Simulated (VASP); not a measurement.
Band structure of La₂O₃ (a-type). Computed with revTPSS meta-GGA, VASP's PBE PAW potentials (set 64) (plane waves; VASP).

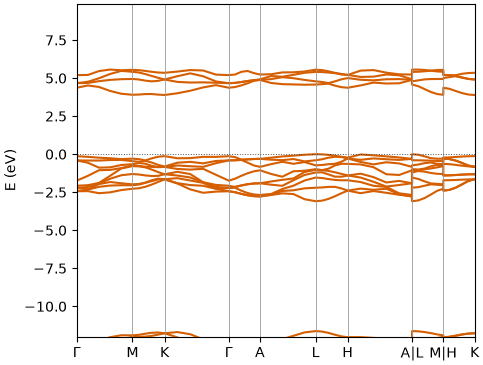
Bands along high-symmetry lines, zero at the valence-band maximum or, without a gap, the Fermi level

Task: Read the plot: is there a gap, and where are the band edges?

Result: The gap is indirect, 3.89 eV, from the valence maximum at L to the conduction minimum at K.

The compound is La2O3 in the a-type structure. It was relaxed first.
